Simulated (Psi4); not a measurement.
# O3 (ozone): CCSD(T)/def2-SVP (Cholesky decomposition, cholesky tolerance 1e-05, sweep point 7)

Aim: the vertical ionisation energy of O3 (ozone) at CCSD(T)/def2-SVP (Cholesky decomposition, cholesky tolerance 1e-05, sweep point 7), from 2 runs. 

The calculation is run with Psi4 1.11.

2 further runs of the same task are left out: 2 set aside as unsound or not needed.

### 1 The molecule

The species is O3 (3 atoms), meant as a singlet with charge 0. As SMILES, `O=[O+][O-]`. Geometry: relaxed at PBE0-D4/def2-TZVP.

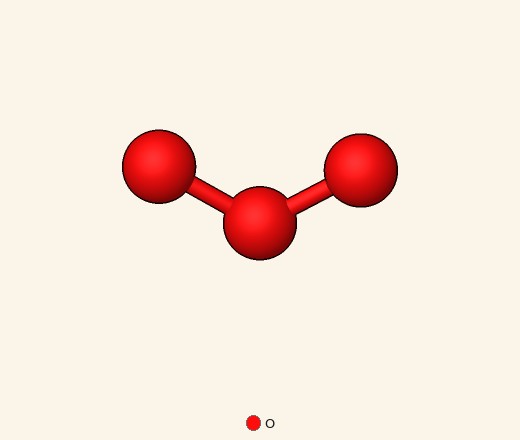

The structure, seen from a chosen angle (oxygen red).

### 2 The energy at CCSD(T)/def2-SVP (Cholesky decomposition, cholesky tolerance 1e-05, sweep point 7)

Input file calc.inp:

```
memory 1600 mb

molecule {
  0 1
  O      0.848700    -0.535900     0.409500
  O     -0.228900    -0.317600    -0.159400
  O     -0.619800     0.853500    -0.250100
  units angstrom
  symmetry c1
}

set basis def2-SVP
set puream true
set scf_type cd
set num_frozen_docc 3
set cholesky_tolerance 1e-05

energy_value = energy('ccsd(t)')
print_variables()
```

Command:

```bash
$ psi4 calc.inp calc.out -n 1
```

calc.out:

```text
[...]
  Running in c1 symmetry.
[...]
  Nuclear repulsion =   70.641648328371076
[...]
  Multiplicity = 1
[...]
  Nalpha       = 12
  Nbeta        = 12
[...]
    Number of basis functions: 42
[...]
   @RHF iter   1:  -223.90133587694527   -3.76127e-01   1.60554e-02 DIIS/ADIIS
[...]
   @RHF iter  13:  -224.06904944596468   -1.27898e-12   3.16928e-09 DIIS
[...]
    Orbital Energies [Eh]
    ---------------------
    Doubly Occupied:
       1A    -20.910763     2A    -20.695316     3A    -20.695183
       4A     -1.779928     5A     -1.447197     6A     -1.060716
       7A     -0.851566     8A     -0.811520     9A     -0.808070
      10A     -0.567845    11A     -0.547923    12A     -0.491657
[...]
  @RHF Final Energy:  -224.06904944596468
   => Energetics <=
    Nuclear Repulsion Energy =             70.6416483283710761
    One-Electron Energy =                -448.0860282972413984
    Two-Electron Energy =                 153.3753305229056139
    Total Energy =                       -224.0690494459646800
[...]
 Multipole Moments:
 ------------------------------------------------------------------------------------
     Multipole            Electronic (a.u.)      Nuclear  (a.u.)        Total (a.u.)
 ------------------------------------------------------------------------------------
 L = 1.  Multiply by 2.5417464519 to convert [e a0] to [Debye]
 Dipole X            :         -0.2135271            0.0000000           -0.2135271
 Dipole Y            :         -0.2455313           -0.0000000           -0.2455313
 Dipole Z            :         -0.0000000            0.0000000           -0.0000000
 Magnitude           :                                                    0.3253912
[...]
      * MP2 total energy                      = -224.687510637570398
[...]
      * CCSD total energy                     = -224.668488318475170
[...]
      * CCSD(T) total energy                  = -224.698684784970482
[...]
```

Wall time 12 s (1 thread of AMD EPYC 7R43 (Zen 3), shared host); peak memory 0.2 GiB.

### 3 The doublet cation, same level

Input file input.in:

```
memory 1600 MB

molecule m {
  1 2
  O      0.848700    -0.535900     0.409500
  O     -0.228900    -0.317600    -0.159400
  O     -0.619800     0.853500    -0.250100
  symmetry c1
}

set reference uhf
set puream true
set scf_type cd
set num_frozen_docc 3
set cholesky_tolerance 1e-05
set maxiter 150

E, wfn = energy("ccsd(t)/def2-SVP", return_wfn=True)
```

Command:

```bash
$ psi4 -n 1 input.in input.out
```

input.out:

```text
[...]
  Running in c1 symmetry.
[...]
  Nuclear repulsion =   70.641648328371076
[...]
  Multiplicity = 2
[...]
  Nalpha       = 12
  Nbeta        = 11
[...]
    Number of basis functions: 42
[...]
   @UHF iter   1:  -223.29038174230317    2.34827e-01   2.00642e-02 ADIIS/DIIS
[...]
   @UHF iter  34:  -223.57464985442502   -6.53699e-13   9.00376e-09 DIIS
[...]
   @S^2 Observed:                8.079436633E-01
[...]
    Orbital Energies [Eh]
    ---------------------
    Alpha Occupied:
       1A    -21.339858     2A    -21.147246     3A    -21.147106
       4A     -2.195155     5A     -1.876355     6A     -1.482930
       7A     -1.265917     8A     -1.225882     9A     -1.196361
      10A     -1.008581    11A     -1.003935    12A     -0.901903
    Alpha Virtual:
      13A     -0.423976    14A     -0.037632    15A      0.053095
      16A      0.530300    17A      0.664432    18A      0.703828
      19A      0.707166    20A      0.765648    21A      0.786531
      22A      0.851307    23A      0.871956    24A      0.893918
      25A      0.956167    26A      1.076611    27A      1.113808
[...]
  @UHF Final Energy:  -223.57464985442502
   => Energetics <=
    Nuclear Repulsion Energy =             70.6416483283710761
    One-Electron Energy =                -438.4621836560748989
    Two-Electron Energy =                 144.2458854732788325
    Total Energy =                       -223.5746498544250187
  UHF NO Occupations:
  HONO-2 :   10  A 1.9966547
  HONO-1 :   11  A 1.9770410
[...]
 Multipole Moments:
 ------------------------------------------------------------------------------------
     Multipole            Electronic (a.u.)      Nuclear  (a.u.)        Total (a.u.)
 ------------------------------------------------------------------------------------
 L = 1.  Multiply by 2.5417464519 to convert [e a0] to [Debye]
 Dipole X            :         -0.0745278            0.0000000           -0.0745278
 Dipole Y            :         -0.0856896           -0.0000000           -0.0856896
 Dipole Z            :          0.0000000            0.0000000            0.0000000
 Magnitude           :                                                    0.1135654
[...]
      * MP2 total energy                      = -224.251861012411837
[...]
      * CCSD total energy                     = -224.199412206208422
[...]
      * CCSD(T) total energy                     = -224.243315041506690
[...]
```

Wall time 18 s (1 thread of AMD EPYC 7R43 (Zen 3), shared host); peak memory 0.19 GiB.

### 4 Results

Level: CCSD(T)/def2-SVP (Cholesky decomposition, cholesky tolerance 1e-05, sweep point 7), 3 core orbitals frozen.

| quantity | value |
| --- | --- |
| singlet O3: total energy | -224.69868 Eh |
| singlet O3: HOMO energy (Hartree–Fock orbitals) | -13.38 eV |
| singlet O3: LUMO energy (Hartree–Fock orbitals) | -0.85 eV |
| singlet O3: HOMO–LUMO gap (Hartree–Fock orbitals) | 12.53 eV |
| singlet O3: correlation energy (3 core orbitals frozen) | -629.6 mEh |
| singlet O3: (T) correction | -30.20 mEh |
| singlet O3: T1 diagnostic | 0.024 |
| doublet cation: total energy | -224.24332 Eh |
| doublet cation: HOMO energy (Hartree–Fock orbitals) (highest over α and β) | -22.33 eV |
| doublet cation: LUMO energy (Hartree–Fock orbitals) (lowest over α and β) | -11.99 eV |
| doublet cation: correlation energy (3 core orbitals frozen) | -668.7 mEh |
| doublet cation: (T) correction | -43.90 mEh |
| doublet cation: ⟨S²⟩ of the reference determinant | 0.808 |
| doublet cation: T1 diagnostic | 0.047 |
| vertical ionisation energy (to the doublet cation) | 12.391 eV |

The vertical ionisation energy comes to 12.39 eV (1196 kJ/mol). The T1 diagnostic (singlet O3) of 0.024 is above the customary mark for such species, so a single reference may not serve. The triples (singlet O3) make up 4.8 % of the correlation energy. The T1 diagnostic (doublet cation) of 0.047 is above the customary mark for such species, so a single reference may not serve. The triples (doublet cation) make up 6.6 % of the correlation energy.
